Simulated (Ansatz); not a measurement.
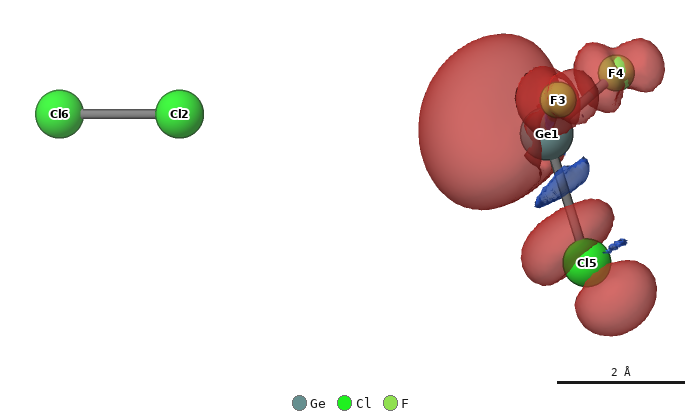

Figure. ClF₂Ge···Cl₂ (doublet). Isosurfaces of the spin density at +0.015 (red) and −0.015 e/Å³ (blue), seen at a tilt.

All numbers below come from Ansatz 0.2.0, UHF/def2-SVP.

```csv
atom,x (Å),y (Å),z (Å)
Ge,-0.0082,-0.0152,-1.1489
Cl,0.0288,0.0510,5.0143
F,1.5506,-0.0124,-1.8458
F,-0.7851,1.3362,-1.8458
Cl,-1.0293,-1.7838,-1.7834
Cl,-0.0095,-0.0164,7.0316
```

Describe the spin distribution.

The unpaired spin (1 electron) lies mostly on Ge1 (about 0.7) and Cl5 (about 0.1), in electrons by Hirshfeld's partition.
